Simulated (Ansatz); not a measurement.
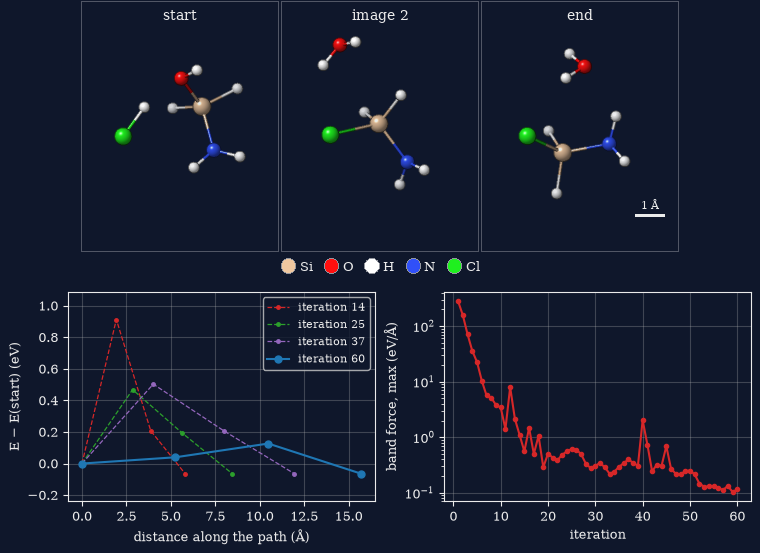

A nudged-elastic-band calculation for SiNH₆OCl. Images are numbered from 0 (start) to 3 (end). The plot follows the band through its iterations. A ball-and-stick model, seen at a tilt.

These are results of RKS B3LYP-D4/def2-SVP (Ansatz), not measurements.

Input file:
```yaml
crystal:
  periodic: [false, false, false]
  atoms:
    - { symbol: Si, position_ang: [-0.230546, -0.924773, 0.170275] }
    - { symbol: O, position_ang: [0.938858, -0.124498, 1.116485] }
    - { symbol: H, position_ang: [0.617663, -1.723454, -0.742904] }
    - { symbol: H, position_ang: [-1.084425, -1.759308, 1.060751] }
    - { symbol: "N", position_ang: [-1.284136, 0.122872, -0.683243] }
    - { symbol: H, position_ang: [1.672993, 1.051205, -0.033282] }
    - { symbol: Cl, position_ang: [1.884197, 1.812125, -1.08883] }
    - { symbol: H, position_ang: [0.607148, 0.366711, 1.880585] }
    - { symbol: H, position_ang: [-0.919403, 0.803165, -1.344666] }
    - { symbol: H, position_ang: [-2.20225, 0.376055, -0.335068] }
basis:
  gaussian: { orbitals: def2-SVP }
hamiltonian:
  xc: b3lyp
  dispersion: d4
neb:
  order_check: false
  images: 2
  f_tol: 0.03
  max_iterations: 60
  climbing: false
  final_atoms:
    - { symbol: Si, position_ang: [0.06367589, -1.0216391, -0.68403317] }
    - { symbol: O, position_ang: [0.32233746, 1.37755818, 1.54014348] }
    - { symbol: H, position_ang: [-0.09860558, -1.89666585, -1.87100392] }
    - { symbol: H, position_ang: [0.21494578, -1.79454674, 0.57203772] }
    - { symbol: "N", position_ang: [-1.26348822, 0.04863923, -0.57813556] }
    - { symbol: H, position_ang: [0.62844299, 0.82603402, 2.27393868] }
    - { symbol: Cl, position_ang: [1.94580265, -0.062256, -0.94222457] }
    - { symbol: H, position_ang: [1.06097376, 1.3451682, 0.90964515] }
    - { symbol: H, position_ang: [-1.64760614, 0.46792409, -1.41974932] }
    - { symbol: H, position_ang: [-1.22637961, 0.70988397, 0.1994845] }
  initial_path:
    images:
      - { positions_ang: [[-0.230546, -0.924773, 0.170275], [0.938858, -0.124498, 1.116485], [0.617663, -1.723454, -0.742904], [-1.084425, -1.759308, 1.060751], [-1.284136, 0.122872, -0.683243], [1.672993, 1.051205, -0.033282], [1.884197, 1.812125, -1.08883], [0.607148, 0.366711, 1.880585], [-0.919403, 0.803165, -1.344666], [-2.20225, 0.376055, -0.335068]] }
      - { positions_ang: [[-0.1227463, -0.78398295, -0.04323586], [1.06063296, -0.03254655, 1.28863437], [0.70651495, -1.65763416, -0.86560287], [-0.87857342, -1.59908124, 0.92543348], [-1.30898437, 0.28919754, -0.60847304], [1.70357068, 0.83383706, 0.32958395], [1.58289246, 1.25732075, -1.16207978], [0.60768337, 0.5355969, 1.89747148], [-1.09876915, 0.99145793, -1.29466021], [-2.25212219, 0.16593473, -0.46696852]] }
      - { positions_ang: [[-0.02467233, -0.81627165, -0.32800525], [0.85512612, 0.46813884, 1.42985386], [0.46775876, -1.71537144, -1.24163618], [-0.44544983, -1.61082749, 0.76252906], [-1.30210177, 0.26445328, -0.57343723], [1.35538734, 0.75878007, 1.09865751], [1.60342768, 0.63252708, -1.1132113], [0.75895862, 0.8617493, 1.57382486], [-1.34150352, 0.87971096, -1.31968798], [-1.92683206, 0.27721105, -0.28878435]] }
      - { positions_ang: [[0.06367589, -1.0216391, -0.68403317], [0.32233746, 1.37755818, 1.54014348], [-0.09860558, -1.89666585, -1.87100392], [0.21494578, -1.79454674, 0.57203772], [-1.26348822, 0.04863923, -0.57813556], [0.62844299, 0.82603402, 2.27393868], [1.94580265, -0.062256, -0.94222457], [1.06097376, 1.3451682, 0.90964515], [-1.64760614, 0.46792409, -1.41974932], [-1.22637961, 0.70988397, 0.1994845]] }
```

Launched with:
```bash
ansatz run input.yaml --threads 2 --pin off --max-ram 3072MiB --backend cpu --events-out ev --progress --plain --runs-dir out
```

Did the band converge, and can the barrier be trusted?

The result isn't final. The band hadn't converged when the run stopped after 60 iterations. The largest component of the band force went from 280 to 0.11 eV/Å. The barrier read from it is provisional, though the highest image hardly moved in the last two iterations. So few images resolve the path coarsely. The first iteration put the highest image at 50.298 eV. The highest point, image 2, lies 0.127 eV above the start and 0.191 eV above the end; the end is at −0.064 eV relative to the start.
